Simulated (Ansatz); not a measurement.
Te (trigonal-Te type, space group P3_121)

```yaml
crystal:
  lattice:
    - [4.52111, 0.00000, 0.00000]
    - [-2.26056, 3.91540, 0.00000]
    - [0.00000, 0.00000, 5.95492]
  atoms:
    - { symbol: Te, position: [0.26812, 0.00000, 0.33333] }
    - { symbol: Te, position: [0.00000, 0.26812, 0.66667] }
    - { symbol: Te, position: [0.73188, 0.73188, 0.00000] }
```

Two-dimensional scan of atom 2 (Te, nearest neighbour Te at 2.889 Å; its periodic images, 4.5 Å or more away, move with it): u runs along (0.707, 0.707, 0.000), v along (0.000, 0.000, 1.000) (Cartesian). Cell and other atoms are fixed.

The numbers are results of PBE (plane waves to 420 eV, PAW, scalar-relativistic; Ansatz, an electronic-structure program), not measurements. k mesh 7×7×5 (Γ-centred), Fermi-Dirac smearing 0.05 eV. The energy includes the smearing's −TS. Compression counts positive. Points where atoms come too close for the PAW data are left out (x in tables, blank in figures). As the smearing reaches across the gap at some points, energies and forces of such displacements shift with the k mesh and the smearing. Spin-orbit coupling is left out, though Te is heavy. Te was relaxed with its symmetry unable to fall. The PAW data are Ansatz's earlier set. ΔE is measured from the undisplaced structure. Axes are in Å.

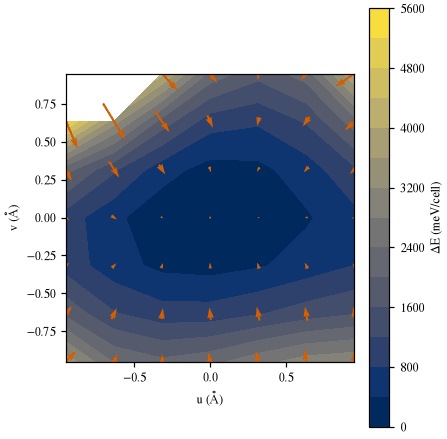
Figure. ΔE (meV/cell) over the plane, with arrows for the in-plane force on the moved atom.

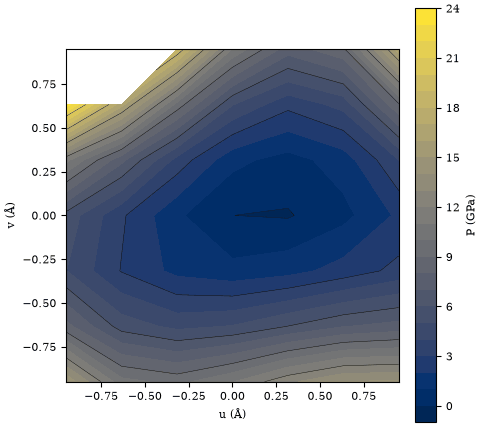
P (GPa) over the 7×7 grid of computed points.

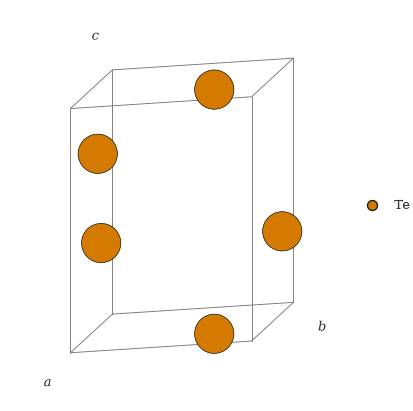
The cell of the calculation at u = -0.950 Å, v = 0.633 Å.

Softest direction at the centre: 14° from u towards v. Lowest place on the grid: u = 0.000 Å, v = 0.000 Å (0 meV/cell). Centre of the map: a minimum. Principal force constants in the plane (five-point differences of the forces): 2.2 and 4.8 eV/Å².

(A displaced cell: forces are minus the slopes of the energy, force constants its curvatures, and phonons follow from these.)
